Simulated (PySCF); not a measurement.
# One shape, several levels: CHCl2F (SMILES FC(Cl)Cl)

Wanted: a comparison of 6 runs (B3LYP/6-31G*, BHLYP/def2-SVPD, BLYP/def2-SVPD, CAM-B3LYP/def2-SVPD, TPSS/def2-SVPD, SCS-MP2/def2-SVPD) of CHCl2F. 

Program for the calculation: PySCF 2.14.0.

2 further runs of the same task are left out: 2 set aside as unsound or not needed. Runs told in other sessions of the task aren't counted.

## 1. Starting point

The species is CHCl2F (5 atoms), meant as a singlet with charge 0. As SMILES, `FC(Cl)Cl`. The F1–C2 distance was set to 2.011 Å, away from the relaxed value. At this shape a bond of the SMILES string is far longer than usual.

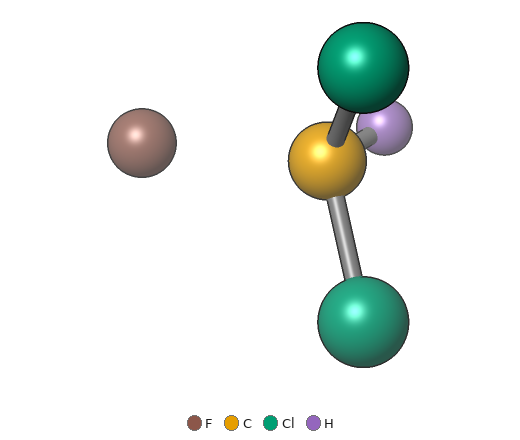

Viewed from a chosen angle; fluorine brown, carbon amber, chlorine teal, hydrogen purple.

## 2. A single-point energy at B3LYP/6-31G(d) (spherical functions) (run 1)

job.py

```python
from pyscf import gto, dft

system = gto.M(
    atom='''
F   -0.889116   0.149051   1.830283
C    0.006400   0.099400   0.030700
Cl   1.459900  -0.886800   0.126900
Cl  -1.120400  -0.525200  -1.167100
H    0.294600   1.106400  -0.262500
''',
    basis='6-31g*',
    verbose=3,
    max_memory=1860,
)

calc0 = dft.RKS(system)
calc0.xc = 'b3lyp'
calc0.conv_tol = 1e-10
calc0.grids.level = 5
calc0.kernel()
if not calc0.converged:
    calc0 = calc0.newton().run(calc0.mo_coeff, calc0.mo_occ)

energy = calc0.e_tot
print('E(%s) = %.9f' % ('B3LYP', energy))
```

Run with:

```console
$ OMP_NUM_THREADS=1 python job.py
```

Standard output:

```text
converged SCF energy = -1058.81471748382
E(B3LYP) = -1058.814717484
```

It took 5.7 s on 1 thread of AMD EPYC 9R45 (Zen 5), shared host; peak memory 0.35 GiB.

## 3. A single-point energy at BHLYP/def2-SVPD (run 2)

job.py

```python
from pyscf import gto, dft

mol = gto.M(
    atom='''
F     -1.680186     0.281666     3.458734
C      0.012094     0.187839     0.058015
Cl     2.758811    -1.675809     0.239806
Cl    -2.117249    -0.992484    -2.205499
H      0.556713     2.090793    -0.496053
''',
    max_memory=1860,
    verbose=3,
    basis='def2-svpd',
    unit='bohr',
)

mf = dft.RKS(mol)
mf.xc = 'bhandhlyp'
mf.grids.level = 5
mf.conv_tol = 1e-10
mf.kernel()
if not mf.converged:
    mf = mf.newton().run(mf.mo_coeff, mf.mo_occ)

e_tot = mf.e_tot
print('Final energy', e_tot)
```

Run with:

```console
$ OMP_NUM_THREADS=1 python job.py
```

Standard output:

```text
converged SCF energy = -1058.38712301975
Final energy -1058.3871230197492
```

It took 7.5 s on 1 thread of AMD EPYC 9R45 (Zen 5), shared host; peak memory 0.55 GiB.

Runs 3 to 4 aren't shown in full; the table further down has their settings and results.

## 4. A single-point energy at TPSS/def2-SVPD (run 5)

run.py

```python
from pyscf import gto, dft

mol = gto.M(
    atom=[
    ('F', (-0.889116, 0.149051, 1.830283)),
    ('C', (0.006400, 0.099400, 0.030700)),
    ('Cl', (1.459900, -0.886800, 0.126900)),
    ('Cl', (-1.120400, -0.525200, -1.167100)),
    ('H', (0.294600, 1.106400, -0.262500)),
],
    basis='def2-svpd',
    charge=0,
    max_memory=1860,
    verbose=4,
)

mf = dft.RKS(mol, xc='tpss')
mf.grids.level = 5
mf.conv_tol = 1e-10
mf.kernel()
if not mf.converged:
    mf = mf.newton().run(mf.mo_coeff, mf.mo_occ)

energy = mf.e_tot
print('E = %.10f Eh' % energy)
```

Run with:

```console
$ OMP_NUM_THREADS=1 python run.py
```

Standard output:

```text
PySCF version 2.14.0

[INPUT] num. atoms = 5
[INPUT] num. electrons = 50
[INPUT] charge = 0
[INPUT] spin (= nelec alpha-beta = 2S) = 0
[INPUT] symmetry False subgroup None
[INPUT] Mole.unit = angstrom
[INPUT] Symbol           X                Y                Z      unit          X                Y                Z       unit  Magmom
[INPUT]  1 F     -0.889116000000   0.149051000000   1.830283000000 AA   -1.680185732969   0.281665568593   3.458733600447 Bohr   0.0
[INPUT]  2 C      0.006400000000   0.099400000000   0.030700000000 AA    0.012094247197   0.187838776782   0.058014592024 Bohr   0.0
[INPUT]  3 Cl     1.459900000000  -0.886800000000   0.126900000000 AA    2.758811169253  -1.675809127264   0.239806245207 Bohr   0.0
[INPUT]  4 Cl    -1.120400000000  -0.525200000000  -1.167100000000 AA   -2.117249149963  -0.992484160622  -2.205499359980 Bohr   0.0
[INPUT]  5 H      0.294600000000   1.106400000000  -0.262500000000 AA    0.556713316297   2.090792984219  -0.496053107698 Bohr   0.0

[... 69 lines left out ...]
converged SCF energy = -1058.53862766761
E = -1058.5386276676 Eh
```

Wall time 14 s (1 thread of AMD EPYC 9R45 (Zen 5), shared host); peak memory 0.57 GiB.

## 5. The energy at SCS-MP2/def2-SVPD (run 6)

geometry.xyz

```xyz
5

F     -0.889116     0.149051     1.830283
C      0.006400     0.099400     0.030700
Cl     1.459900    -0.886800     0.126900
Cl    -1.120400    -0.525200    -1.167100
H      0.294600     1.106400    -0.262500
```

job.py

```python
from pyscf import gto, mp

mol = gto.Mole()
mol.atom = 'geometry.xyz'
mol.max_memory = 1860
mol.basis = 'def2-svpd'
mol.charge = 0
mol.verbose = 3
mol.build()

calc0 = mol.RHF()
calc0.conv_tol = 1e-10
calc0.kernel()
if not calc0.converged:
    calc0 = calc0.newton().run(calc0.mo_coeff, calc0.mo_occ)

pt = mp.MP2(calc0, frozen=12).run()
energy = calc0.e_tot + 1.2 * pt.e_corr_os + pt.e_corr_ss / 3
print('Final energy', energy)
```

Run with:

```console
$ OMP_NUM_THREADS=1 python job.py
```

Standard output:

```text
converged SCF energy = -1056.3585804492
E(RMP2) = -1057.02234949146  E_corr = -0.663769042252224
E(SCS-RMP2) = -1057.00156466681  E_corr = -0.642984217609088
Final energy -1057.0015646668135
```

Run time: 1.7 s. Hardware: 1 thread of AMD EPYC 9R45 (Zen 5), shared host; peak memory 0.28 GiB.

## 6. The series

```csv
run,level,integration grid,frozen core orbitals,energy (Eh),dipole moment (D) of the reference,HOMO energy (eV),LUMO energy (eV),wall time
1,B3LYP/6-31G* (spherical functions),5,–,-1058.814717,3.27,-8.78,-3.59,5.7 s
2,BHLYP/def2-SVPD,5,–,-1058.387123,4.09,-11.28,-2.90,7.5 s
3,BLYP/def2-SVPD,5,–,-1058.462459,3.78,-7.74,-4.76,8.1 s
4,CAM-B3LYP/def2-SVPD,5,–,-1058.446230,3.96,-11.31,-2.86,14 s
5,TPSS/def2-SVPD,5,–,-1058.538628,3.67,-7.99,-4.81,14 s
6,SCS-MP2/def2-SVPD,–,12,-1057.001565,4.53,-13.35,0.07,1.7 s
```

## 7. What came out

```
                                           quantity           value
                                run 6: total energy  -1057.00156 Eh
        run 6: dipole moment (Hartree–Fock density)          4.53 D
         run 6: HOMO energy (Hartree–Fock orbitals)       -13.35 eV
         run 6: LUMO energy (Hartree–Fock orbitals)         0.07 eV
       run 6: HOMO–LUMO gap (Hartree–Fock orbitals)        13.41 eV
run 6: correlation energy (12 core orbitals frozen)      -643.0 mEh
```

What this shows: Over runs 1, 2, 3, 4, 5 the dipole moment (its size) runs from 3.27 D (B3LYP/6-31G*) to 4.09 D (BHLYP/def2-SVPD). The two ends differ in method and basis. Over runs 1, 2, 3, 4, 5 the HOMO–LUMO gap runs from 2.99 eV (BLYP/def2-SVPD) to 8.45 eV (CAM-B3LYP/def2-SVPD). Totals of different functionals can't be ranked against each other. In all runs a closed-shell determinant meets a far-stretched bond; if it breaks into open shells, such a determinant describes it badly, and no broken-symmetry solution was shown. All runs together took 51 s, the longest 14 s.
